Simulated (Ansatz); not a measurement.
# What BaCeSe3 (model cell, started as cubic perovskite with Ce in the octahedra) distorts into

Wanted: the energy along a soft mode of BaCeSe3 (model cell, started as cubic perovskite with Ce in the octahedra) and the structure at the end.

Calculated with Ansatz 0.2.0; DFT PBEsol, scalar-relativistic, plane waves, PAW; PAW set soft_1.

The structure was built from a prototype and need not be the compound's stable phase.

## 1. The starting structure

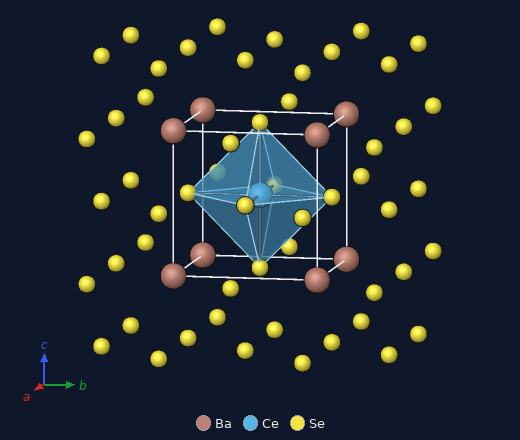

The starting structure, seen slightly off an axis (barium pink, cerium blue, selenium yellow). Some periodic images of atoms are drawn too.

As a file:

```cif
data_structure
_symmetry_space_group_name_H-M 'P 1'
_symmetry_Int_Tables_number 1
_cell_length_a 5.4631
_cell_length_b 5.4631
_cell_length_c 5.4631
_cell_angle_alpha 90.000
_cell_angle_beta 90.000
_cell_angle_gamma 90.000
_cell_volume 163.05
loop_
_atom_site_label
_atom_site_type_symbol
_atom_site_fract_x
_atom_site_fract_y
_atom_site_fract_z
_atom_site_occupancy
Ba1 Ba 0.00000 0.00000 0.00000 1
Ce2 Ce 0.50000 0.50000 0.50000 1
Se3 Se 0.50000 0.50000 0.00000 1
Se4 Se 0.50000 0.00000 0.50000 1
Se5 Se 0.00000 0.50000 0.50000 1
```

## 2. The dispersion

The cell comes from relaxations at this level that are not shown. Stability and thermal properties need the whole zone. Linear response on a 2×2×2 q mesh gives force constants as far as a supercell of that size would, and the tensors from the zone-centre run are typed in so that the long-range dipole term is interpolated apart.

input.yaml

```yaml
crystal:
  lattice:
    - [5.4631095288, 0.0, 0.0]
    - [0.0, 5.4631095288, 0.0]
    - [0.0, 0.0, 5.4631095288]
  atoms:
    - { symbol: Ba, position: [0.0, 0.0, 0.0] }
    - { symbol: Ce, position: [0.5, 0.5, 0.5] }
    - { symbol: Se, position: [0.5, 0.5, 0.0] }
    - { symbol: Se, position: [0.5, 0.0, 0.5] }
    - { symbol: Se, position: [0.0, 0.5, 0.5] }
kpoints:
  mp_grid: { grid: [8, 8, 8] }
hamiltonian:
  xc: pbesol
  pseudopotentials: { kind: paw, azcp: { folder: soft_1 }, xc_functional: pbe }
scf:
  occupations: { method: fixed }
output:
  eigenvalues: true
phonons:
  method: dfpt
  qmesh: [2, 2, 2]
  temperatures: { t_max: 1000, t_step: 50 }
  qpath:
    path:
      - [[0.0, 0.0, 0.0], [0.0, 0.5, 0.0], [0.5, 0.5, 0.0], [0.0, 0.0, 0.0], [0.5, 0.5, 0.5], [0.0, 0.5, 0.0]]
      - [[0.5, 0.5, 0.5], [0.5, 0.5, 0.0]]
    npoints: 10
  non_analytic_term:
    high_frequency_dielectric_tensor: [[10.9307, 0.0, 0.0], [0.0, 10.9307, 0.0], [0.0, 0.0, 10.9307]]
    born_effective_charges:
      - { species: Ba, tensor: [[3.0544, 0.0, 0.0], [0.0, 3.0544, 0.0], [0.0, 0.0, 3.0544]] }
      - { species: Ce, tensor: [[6.9098, 0.0, 0.0], [0.0, 6.9098, 0.0], [0.0, 0.0, 6.9098]] }
      - { species: Se, tensor: [[-1.8407, 0.0, 0.0], [0.0, -1.8407, 0.0], [0.0, 0.0, -6.2829]] }
      - { species: Se, tensor: [[-1.8407, 0.0, 0.0], [0.0, -6.2829, 0.0], [0.0, 0.0, -1.8407]] }
      - { species: Se, tensor: [[-6.2829, 0.0, 0.0], [0.0, -1.8407, 0.0], [0.0, 0.0, -1.8407]] }
    source: "zone-centre run at this cell"
```

Started as:

```
> ansatz run input.yaml --threads 4 --pin off --max-ram 16384MiB --backend cpu --events-out ev --progress --plain --runs-dir out
```

Numbers of over 12 decimals in the logs are rounded to 6 here.

Log:

```text
Engine: ansatz 0.2.0, aarch64-unknown-linux-gnu
Pseudopotentials: kind: paw
Pseudopotential: Ba, paw, valence charge 10, recommended cutoff 420 eV (normal), soft_1/Ba.paw.azcp
Pseudopotential: Ce, paw, valence charge 12, recommended cutoff 420 eV (normal), soft_1/Ce.paw.azcp
Pseudopotential: Se, paw, valence charge 16, recommended cutoff 420 eV (normal), soft_1/Se.paw.azcp
Functional definition: PBEsol
  exchange = pbesol_x
  correlation = pbesol_c
Crystal: 5 atoms, lattice volume = 163.050 Å³
Basis set: ecut = 420 eV, 3191 PW (Γ), exchange–correlation on 80×80×80 points (8 copies of the dense FFT grid, shifted against one another)
Bands: 42, of which v1, the nominal top of the filled ones, is band 35 counted from 1 (34 counted from 0)
Symmetry: 48 space group operations
k-points: 35 of 512
Non-local potential: Ba, projectors of the file, l = 0: 3, l = 1: 2, l = 2: 2, l = 3: 2
Non-local potential: Ce, projectors of the file, l = 0: 3, l = 1: 2, l = 2: 2, l = 3: 3
Non-local potential: Se, projectors of the file, l = 0: 2, l = 1: 2, l = 2: 3, l = 3: 1
PAW form: soft (Blöchl's): semilocal exchange-correlation on the pseudo side does not see the compensation charge
PAW frozen core: Ba, regenerated for the run's functional, and the local potential with it (the file was generated under x = pbe(κ = 0.804, μ = 0.219515), c = pbe(β = 0.066725))
PAW frozen core: Ce, regenerated for the run's functional, and the local potential with it (the file was generated under x = pbe(κ = 0.804, μ = 0.219515), c = pbe(β = 0.066725))
PAW frozen core: Se, regenerated for the run's functional, and the local potential with it (the file was generated under x = pbe(κ = 0.804, μ = 0.219515), c = pbe(β = 0.066725))
PAW one-centre angular grid: Ba, 194 points (default); XC on 64 Gauss nodes
PAW one-centre angular grid: Ce, 590 points (default); XC on 64 Gauss nodes
PAW one-centre angular grid: Se, 590 points (default); XC on 64 Gauss nodes
Initial density: superposition of atomic densities (chi_scale 0.1, normalization cell, long waves kept (reshape's long-wave potential 0.00 eV rms))
Initial wavefunctions: pseudopotential atomic-orbital guess
Functional: x = pbesol(κ = 0.804, μ = 0.123457), c = pbesol(β = 0.046)
SCF iter   1: F=—  HF=-28637.877054 eV  |F-HF|=—  |Δ(HF+E_count)|=         —  Δρ=3.39e-1  dr2=3.12e2  ethr=3.10e-3  ⟨swp⟩=4.1  Hψ=4778  notcnv=0  defer=109
preconditioner: auto → Resta (q_TF=auto, 2.370 Å⁻¹)  ε∞=8.6  [insulator: Δε(μ)=0.000 eV  Ē_g=5.795 eV  n_scr=32 (ndim 8)  ℏωp=15.9 eV  f_vac=0.000  ε∞_Penn≈8.6]
SCF iter   2: F=—  HF=-28676.432320 eV  |F-HF|=—  |Δ(HF+E_count)|=    3.86e1  Δρ=2.04e-1  dr2=8.65e1  ethr=3.10e-3  ⟨swp⟩=6.0  Hψ=6099  notcnv=0  defer=150
SCF iter   3: F=—  HF=-28649.227397 eV  |F-HF|=—  |Δ(HF+E_count)|=    2.72e1  Δρ=1.42e-1  dr2=4.21e1  ethr=3.10e-3  ⟨swp⟩=4.5  Hψ=4016  notcnv=0  defer=142
SCF iter   4: F=—  HF=-28629.633771 eV  |F-HF|=—  |Δ(HF+E_count)|=    1.96e1  Δρ=4.80e-2  dr2=4.70e0  ethr=3.10e-3  ⟨swp⟩=4.2  Hψ=3744  notcnv=0  defer=84
SCF iter   5: F=—  HF=-28630.910297 eV  |F-HF|=—  |Δ(HF+E_count)|=    1.28e0  Δρ=1.90e-1  dr2=8.70e1  ethr=3.10e-3  ⟨swp⟩=4.0  Hψ=3319  notcnv=0  defer=97  recentre
SCF iter   6: F=—  HF=-28631.150430 eV  |F-HF|=—  |Δ(HF+E_count)|=   2.40e-1  Δρ=6.28e-2  dr2=9.38e0  ethr=3.10e-3  ⟨swp⟩=4.2  Hψ=3965  notcnv=0  defer=127
SCF iter   7: F=—  HF=-28629.346028 eV  |F-HF|=—  |Δ(HF+E_count)|=    1.80e0  Δρ=4.04e-2  dr2=3.87e0  ethr=3.10e-3  ⟨swp⟩=3.5  Hψ=2998  notcnv=0  defer=110
SCF iter   8: F=—  HF=-28628.688534 eV  |F-HF|=—  |Δ(HF+E_count)|=   6.57e-1  Δρ=5.56e-3  dr2=7.20e-2  ethr=3.10e-3  ⟨swp⟩=3.6  Hψ=3267  notcnv=0  defer=79
SCF iter   9: F=—  HF=-28628.681248 eV  |F-HF|=—  |Δ(HF+E_count)|=   7.29e-3  Δρ=5.46e-4  dr2=5.92e-4  ethr=1.03e-4  ⟨swp⟩=2.9  Hψ=1837  notcnv=0  defer=124
SCF iter  10: F=—  HF=-28628.687417 eV  |F-HF|=—  |Δ(HF+E_count)|=   6.17e-3  Δρ=5.80e-3  dr2=7.87e-2  ethr=8.46e-7  ⟨swp⟩=3.6  Hψ=3121  notcnv=0  defer=156
SCF iter  11: F=—  HF=-28628.681705 eV  |F-HF|=—  |Δ(HF+E_count)|=   5.71e-3  Δρ=1.85e-3  dr2=8.24e-3  ethr=8.46e-7  ⟨swp⟩=4.9  Hψ=3868  notcnv=0  defer=151
SCF iter  12: F=—  HF=-28628.681090 eV  |F-HF|=—  |Δ(HF+E_count)|=   6.16e-4  Δρ=6.94e-4  dr2=1.15e-3  ethr=8.46e-7  ⟨swp⟩=2.3  Hψ=2198  notcnv=0  defer=144
SCF iter  13: F=—  HF=-28628.680997 eV  |F-HF|=—  |Δ(HF+E_count)|=   9.27e-5  Δρ=1.86e-4  dr2=8.13e-5  ethr=8.46e-7  ⟨swp⟩=2.2  Hψ=1671  notcnv=0  defer=144
SCF iter  14: F=—  HF=-28628.680992 eV  |F-HF|=—  |Δ(HF+E_count)|=   4.72e-6  Δρ=1.73e-5  dr2=7.27e-7  ethr=1.16e-7  ⟨swp⟩=1.8  Hψ=1534  notcnv=0  defer=92
SCF iter  15: F=—  HF=-28628.680991 eV  |F-HF|=—  |Δ(HF+E_count)|=   1.15e-6  Δρ=1.55e-5  dr2=6.04e-7  ethr=1.04e-9  ⟨swp⟩=1.9  Hψ=1599  notcnv=0  defer=62
SCF iter  16: F=—  HF=-28628.680991 eV  |F-HF|=—  |Δ(HF+E_count)|=   4.98e-8  Δρ=1.39e-6  dr2=4.98e-9  ethr=8.63e-10  ⟨swp⟩=1.8  Hψ=1525  notcnv=0  defer=62
SCF iter  17: F=—  HF=-28628.680991 eV  |F-HF|=—  |Δ(HF+E_count)|=  5.75e-10  Δρ=4.53e-7  dr2=4.88e-10  ethr=7.11e-12  ⟨swp⟩=2.2  Hψ=2621  notcnv=0  defer=62
SCF iter  18: F=—  HF=-28628.680991 eV  |F-HF|=—  |Δ(HF+E_count)|=  3.64e-11  Δρ=1.09e-7  dr2=3.01e-11  ethr=1.00e-12  ⟨swp⟩=1.9  Hψ=1663  notcnv=0  defer=62
SCF iter  19: F=—  HF=-28628.680991 eV  |F-HF|=—  |Δ(HF+E_count)|=    0.00e0  Δρ=7.07e-8  dr2=1.51e-11  ethr=1.00e-12  ⟨swp⟩=11.0  Hψ=8278  notcnv=0
SCF iter  20: F=-28628.680991 eV  HF=-28628.680991 eV  |F-HF|=7.28e-12  |Δ(HF+E_count)|=  7.28e-12  Δρ=4.23e-9  dr2=8.06e-14  ethr=1.00e-12  ⟨swp⟩=4.9  Hψ=5453  notcnv=0
SCF 1 converged in 20 iterations: F = -28628.680991 eV  dr2 = 8.06e-14
  greatest PAW one-centre occupation: 1.000 electrons in one spin orbital (limit 2), on the Se atom at site 3 (counted from 0), in its partial waves of l = 2
NSCF: frozen V_eff on 35 k-points
NSCF: frozen V_eff on 125 k-points
DFPT response loops at q = (0, 0, 0) (fractional): preconditioner auto → Resta (q_TF=auto, 2.370 Å⁻¹)  ε∞=9.3 (no band partly filled); β = 1.00, the filter's whole step (`scf.mixing.beta` (0.50) is not read by the response loops at its default; to damp them type it under 1.00, their step now; it binds the ground state too); Broyden in place of MSR1
NSCF: frozen V_eff on 250 k-points
DFPT response loops at q = (0, 0, -0.5) (fractional): mixed as the last ones told, above
NSCF: frozen V_eff on 250 k-points
DFPT response loops at q = (0, -0.5, -0.5) (fractional): mixed as the last ones told, above
NSCF: frozen V_eff on 250 k-points
DFPT response loops at q = (-0.5, -0.5, -0.5) (fractional): mixed as the last ones told, above
SCF converged after 20 iterations
Free energy (F): -28628.680991 eV
Harris-Foulkes:  -28628.680991 eV  (|F-HF|=7.28e-12)
Internal energy: -28628.680991 eV  (E = F + TS)
E sigma→0 (E₀):  -28628.680991 eV
Fermi energy:    7.426615 eV
--- Per-component energies (eV) ---
  E_band       = -1287.496282
  E_kinetic    = 728.009493
  E_local      = -10011.009226  (includes V_loc(G=0)·N_el)
  E_nonlocal   = -857.399592
  E_hartree    = 5060.874780
  E_xc         = -595.696126
  E_vxc        = -570.362748  (∫ρ·V_xc dr)
  E_paw        = -16857.236511  (= ΣΔE_a)
  E_vpaw       = -698.482611  (= ΣTr[D̂ρ^β])
  E_aug_tail   = -0.001143  (compensation charges beyond the density's cutoff)
  E_ewald      = -6099.625310
  E_core_change = 3.402643  (= ΣΔE_core)
  E_smearing   = -0.000000  (= −TS)
  E_closure    = 0.000000  (closes the sum)
  Σ components = -28628.680991   (vs F -28628.680991, Δ=0.00e0)
--- Band table (eV; the first three rows and the last of 35) ---
  k-point 0: bands = [... 31 lower, 6.1428, 6.7215, 6.7215, 6.7215, 8.1871, 8.5379, 8.5379, 8.5379, ... 3 higher]
  k-point 1: bands = [... 31 lower, 6.0513, 6.4116, 6.7070, 6.7070, 8.1825, 8.3992, 8.3992, 8.5102, ... 3 higher]
  k-point 2: bands = [... 31 lower, 5.8092, 5.8552, 6.6854, 6.6854, 8.1727, 8.2968, 8.2968, 8.4719, ... 3 higher]
  k-point 34: bands = [... 31 lower, 4.4298, 7.4266, 7.4266, 7.4266, 8.1201, 8.1653, 8.1653, 8.1653, ... 3 higher]
--- Phonons (Γ-DFPT): 4 representative perturbations + reference (Σ response iterations 12) ---
  ASR residual: 9.811e-5 → 0.000e0 eV/Å²; symmetrization residual: 1.002e-5 eV/Å²
  ASR residual per site (eV/Å²): 9.81e-5 1.40e-5 3.70e-5 3.70e-5 3.70e-5
  Γ frequencies (cm⁻¹): -51.05 -51.05 -51.05 -40.23 -40.23 -40.23 0.00 0.00 0.00 57.44 57.44 57.44 224.38 224.38 224.38
--- Phonons (arbitrary-q DFPT): 4 irreducible q on the 2×2×2 mesh ---
  q = [0.0000, 0.0000, 0.0000] (star 1, of the zone-centre solve; hermiticity 1.87e-6, symmetrization 7.46e-12): -51.05 -51.05 -51.05 -40.23 -40.23 -40.23 -0.00 -0.00 0.00 57.44 57.44 57.44 224.38 224.38 224.38
  q = [0.0000, 0.0000, -0.5000] (star 3, 9 solved perturbations in 975 linear systems a pass and spin channel, the states on 125 of 512 k-point pairs; hermiticity 1.58e-6, symmetrization 8.88e-12): -42.92 -42.92 -30.38 -30.38 -23.72 41.55 41.55 44.47 50.44 50.44 52.66 170.91 224.87 224.87 237.20
  q = [0.0000, -0.5000, -0.5000] (star 3, 9 solved perturbations in 975 linear systems a pass and spin channel, the states on 125 of 512 k-point pairs; hermiticity 3.20e-7, symmetrization 4.29e-13): -66.78 -48.83 -48.83 -23.38 28.10 28.10 48.75 48.75 50.87 79.38 173.42 173.42 195.59 225.43 243.86
  q = [-0.5000, -0.5000, -0.5000] (star 1, 4 solved perturbations in 350 linear systems a pass and spin channel, the states on 125 of 512 k-point pairs; hermiticity 1.23e-7, symmetrization 1.04e-11): -70.34 -70.34 -70.34 -40.51 -40.51 -40.51 77.37 77.37 77.37 175.05 175.05 175.05 191.69 191.69 249.70
  sum rule: each row above includes the acoustic sum rule's correction from the zone centre's row sums; it moved no ω² by more than (0.44 cm⁻¹)²
  mesh force constants: q→R imaginary residual 4.46e-18; ASR residual 9.811e-5 → 0.000e0 eV/Å²; symmetrization residual 1.243e-14 eV/Å²
  interpolated dispersion: 63 rows × 15 modes
  density of states and harmonic sums: on the 12×12×12 q-mesh, interpolated from the force constants of a 2×2×2 supercell (with the dipole–dipole term of supplied tensors)
  largest difference from the sums on the solved wave vectors: F 4.29e-2 eV, S 4.69e-5 and C_V 1.95e-5 eV/K
  zero-point energy: 0.075444 eV/cell   skipped modes (ω ≤ 0): 445, of them read as no rigid motion or as one in doubt: 442 (5.295e0 modes/cell left out, lowest -70.34 cm⁻¹)   left out of the sums: 3.53e-1 of the cell's modes: C_V's classical limit lies that fraction below 3 k_B per atom; for a crystal, a wire or a layer, F and S can be off by more, and a phonons.interpolated_qmesh denser along its periods is the remedy for the sampling
```

Run time: 8.5 min. Hardware: 4 threads of Arm Neoverse V2, shared host; peak memory 2.4 GiB; 33 min of CPU time.

In the SCF lines HF is the Harris–Foulkes energy and dr2 the Hartree energy of the density residual, in eV; the loop may stop once dr2 is under the threshold and the program's other checks hold. Hψ counts applications of the Hamiltonian.

This step gave:

```
gap on the k-mesh                                       : 0.6935 eV
volume per atom                                         : 32.61 Å³
sum-rule residual before enforcement                    : 9.81e-5 eV/Å²
lowest frequency on the path                            : -70.34 cm⁻¹
point group                                             : m-3m
highest frequency on the path or at a solved wavevector : 270.7 cm⁻¹
highest optical mode at the zone centre (no LO-TO term) : 224.4 cm⁻¹
lowest optical zone-centre mode                         : -51.05 cm⁻¹
lowest mode on the q mesh (acoustic modes at Γ apart)   : -70.34 cm⁻¹
```

Frequencies (cm⁻¹) solved at each irreducible wavevector; negative means imaginary. Frequencies by wavevector, by row:

| q in reciprocal lattice units | star | mode 1 | mode 2 | mode 3 | mode 4 | mode 13 | mode 14 | mode 15 |
| --- | --- | --- | --- | --- | --- | --- | --- | --- |
| 0 0 0 | 1 | -51 | -51 | -51 | -40.2 | 224.4 | 224.4 | 224.4 |
| 0 0 -0.5 | 3 | -42.9 | -42.9 | -30.4 | -30.4 | 224.9 | 224.9 | 237.2 |
| 0 -0.5 -0.5 | 3 | -66.8 | -48.8 | -48.8 | -23.4 | 195.6 | 225.4 | 243.9 |
| -0.5 -0.5 -0.5 | 1 | -70.3 | -70.3 | -70.3 | -40.5 | 191.7 | 191.7 | 249.7 |

Interpolated from a 2×2×2 q mesh, with the LO-TO term (at Γ the limit along the path; where Γ stands inside the path, tables give the limit on arrival). The phonon branches at the labelled points (cm⁻¹):

| point | branch 1 | branch 2 | branch 3 | branch 4 | branch 12 | branch 13 | branch 14 | branch 15 |
| --- | --- | --- | --- | --- | --- | --- | --- | --- |
| Γ | -51 | -51 | -40 | -40 | 71 | 224 | 224 | 271 |
| X | -43 | -43 | -30 | -30 | 171 | 225 | 225 | 237 |
| M | -67 | -49 | -49 | -23 | 173 | 196 | 225 | 244 |
| Γ | -51 | -51 | -40 | -40 | 71 | 224 | 224 | 271 |
| R | -70 | -70 | -70 | -40 | 175 | 192 | 192 | 250 |
| X | -43 | -43 | -30 | -30 | 171 | 225 | 225 | 237 |
| jump to R | -70 | -70 | -70 | -40 | 175 | 192 | 192 | 250 |
| M | -67 | -49 | -49 | -23 | 173 | 196 | 225 | 244 |

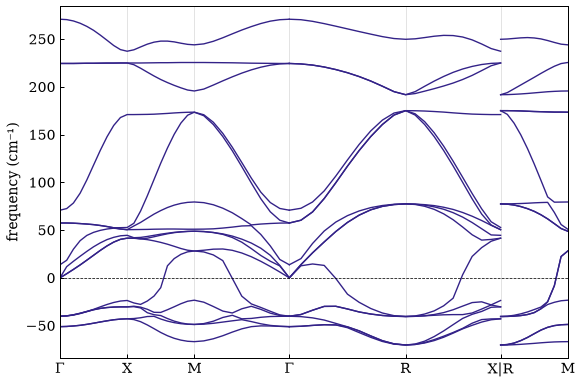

Phonon branches along the path.

Symmetry leaves 4 wavevectors to solve. The lowest mode among them, the acoustic zeros apart, lies at q = (-0.5, -0.5, -0.5) and is imaginary, 70.3i cm⁻¹, so the energy falls along it.

## 3. The mode frozen in, largest atomic shift 0 Å

The mode followed lies at q = (-0.5, -0.5, -0.5) with frequency 70.3i cm⁻¹ and is 3-fold degenerate, the softest among the wavevectors solved. At small amplitude the distorted cell has space group no. 140 by a symmetry search on the positions. The undistorted cell that holds it gives the zero of energy on the same k mesh.

System of this step: BaCeSe3 (model cell, started as cubic perovskite with Ce in the octahedra). The structure is cubic, space group Pm-3m (No. 221). The conventional cell has a = 5.463 Å, b = 5.463 Å, c = 5.463 Å, α = 90.00°, β = 90.00°, γ = 90.00°. Ba has 12 Se at 3.86 Å nearest. Nearest to Ce lie 6 Se at 2.73 Å. Se has 2 Ce at 2.73 Å and 4 Ba at 3.86 Å nearest. Farther neighbours and most contacts between anions are not listed.

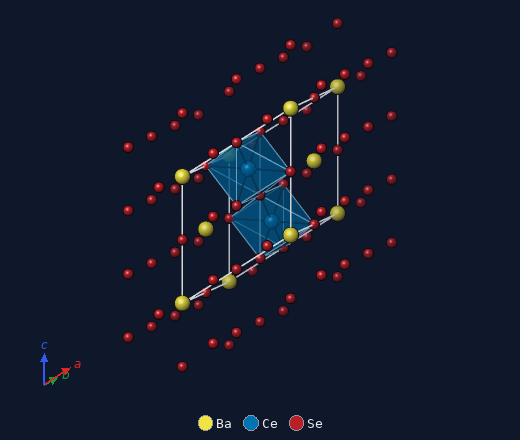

The cell of this step (barium yellow, cerium blue, selenium red). Some periodic images of atoms are drawn too.

input.yaml

```yaml
crystal:
  lattice:
    - [5.4631095288, 5.4631095288, 0.0]
    - [5.4631095288, 0.0, 5.4631095288]
    - [5.4631095288, 0.0, -5.4631095288]
  atoms:
    - { symbol: Ba, position: [0.0, 0.0, 0.0] }
    - { symbol: Ba, position: [0.0, 0.5, 0.5] }
    - { symbol: Ce, position: [0.5, 0.25, 0.75] }
    - { symbol: Ce, position: [0.5, 0.75, 0.25] }
    - { symbol: Se, position: [0.5, 0.0, 0.0] }
    - { symbol: Se, position: [0.5, 0.5, 0.5] }
    - { symbol: Se, position: [0.0, 0.5, 0.0] }
    - { symbol: Se, position: [0.0, 0.0, 0.5] }
    - { symbol: Se, position: [0.5, 0.0, 0.5] }
    - { symbol: Se, position: [0.5, 0.5, 1.0] }
kpoints:
  mp_grid: { grid: [6, 6, 6] }
hamiltonian:
  xc: pbesol
  pseudopotentials: { kind: paw, azcp: { folder: soft_1 }, xc_functional: pbe }
scf:
  occupations: { method: gaussian, width: 0.02 }
output:
  forces: true
  stress: true
  eigenvalues: true
```

Log:

```text
band count auto-derived: 89 (N_el = 140.0; filled up to band 70; 84 by the electrons, moments and atoms)
[...]
Crystal: 10 atoms, lattice volume = 326.099 Å³
Basis set: ecut = 420 eV, 6375 PW (Γ), exchange–correlation on 108×108×108 points (8 copies of the dense FFT grid, shifted against one another)
[...]
k-point 0: bands = [... 66 lower, 6.7215, 7.4266, 7.4266, 7.4266, 8.1202, 8.1654, 8.1654, 8.1654, ... 15 higher]
  k-point 1: bands = [... 66 lower, 6.5940, 7.1675, 7.1675, 7.2839, 8.1315, 8.1816, 8.1820, 8.1820, ... 15 higher]
  k-point 2: bands = [... 66 lower, 6.3819, 6.7214, 6.7214, 6.9798, 8.1501, 8.1719, 8.1971, 8.1971, ... 15 higher]
  k-point 15: bands = [... 66 lower, 6.3015, 6.5495, 6.6173, 7.0275, 8.1642, 8.1680, 8.1978, 8.2011, ... 15 higher]
[key lines of the parts left out:]
SCF converged after 12 iterations
Free energy (F): -57257.361959 eV
Fermi energy:    7.773711 eV
P = ⅓ Tr σ = 0.0035 GPa (0.035 kbar)
```

The job ended after 8.6 s (4 threads; peak memory 1.2 GiB).

This step gave:

```
pressure                         : 0.003512 GPa
gap on the k-mesh                : 0.6936 eV
energy from the undistorted cell : 0 meV/atom
```

At this level the gap is 0.69 eV on the k-mesh of the self-consistent run, which can miss the band edges.

## 4. The mode frozen in, largest atomic shift 0.6 Å

The atoms are moved along the unstable eigenvector, the largest shift by 0.6 Å, with the cell fixed.

input.yaml, the sections that differ from step 3:

```yaml
crystal:
  lattice:
    - [5.4631095288, 5.4631095288, 0.0]
    - [5.4631095288, 0.0, 5.4631095288]
    - [5.4631095288, 0.0, -5.4631095288]
  atoms:
    - { symbol: Ba, position: [0.0, 0.0, 0.0] }
    - { symbol: Ba, position: [0.0, 0.5, 0.5] }
    - { symbol: Ce, position: [0.5, 0.25, 0.75] }
    - { symbol: Ce, position: [0.5, 0.75, 0.25] }
    - { symbol: Se, position: [0.5, -0.054913781, -0.054913781] }
    - { symbol: Se, position: [0.5, 0.554913781, 0.554913781] }
    - { symbol: Se, position: [0.0, 0.5, 0.0] }
    - { symbol: Se, position: [0.0, 0.0, 0.5] }
    - { symbol: Se, position: [0.5, 0.054913781, 0.445086219] }
    - { symbol: Se, position: [0.5, 0.445086219, 1.054913781] }
# kpoints, hamiltonian, scf, output: as in step 3
```

Log:

```text
[...]
Crystal: 10 atoms, lattice volume = 326.099 Å³
Basis set: ecut = 420 eV, 6375 PW (Γ), exchange–correlation on 108×108×108 points (8 copies of the dense FFT grid, shifted against one another)
Bands: 89, of which v1, the nominal top of the filled ones, is band 70 counted from 1 (69 counted from 0)
Symmetry: 16 space group operations
[...]
k-points: 30 of 216
[...]
k-point 0: bands = [... 66 lower, 6.5230, 6.5230, 6.9619, 6.9619, 7.8657, 7.9003, 7.9098, 7.9098, ... 15 higher]
  k-point 1: bands = [... 66 lower, 6.4634, 6.5863, 6.8348, 6.8831, 7.8701, 7.8999, 7.9203, 7.9222, ... 15 higher]
  k-point 2: bands = [... 66 lower, 6.4006, 6.5530, 6.6288, 6.6619, 7.8791, 7.8935, 7.9323, 7.9390, ... 15 higher]
  k-point 29: bands = [... 66 lower, 6.3291, 6.5208, 6.5208, 6.7740, 7.8777, 7.8862, 7.9183, 7.9183, ... 15 higher]
[key lines of the parts left out:]
SCF converged after 14 iterations
Free energy (F): -57258.019305 eV
Fermi energy:    7.468671 eV
P = ⅓ Tr σ = -1.1213 GPa (-11.213 kbar)
```

Wall time 22 s (4 threads); peak memory 1.4 GiB; 86 s of CPU time.

This step gave:

```yaml
pressure: -1.121 GPa
gap_on_the_k_mesh: 0.7944 eV
energy_from_the_undistorted_cell: -65.73 meV/atom
```

The energy, extrapolated to zero smearing, is -65.73 meV/atom against the undistorted cell.

The run ends at a pressure of -1.12 GPa, with forces up to 0.29 eV/Å.

[end of part 1 of 2]

[Logs are printed without paths, hosts, clocks, repeated set-up lines and the standing remarks that a program may print on its own settings, such as how far it seeks lower states.]

[Hosts, paths, dates, database ids (printed as entryN), source tags and the programs' standing remarks are cut or masked in the printed files.]
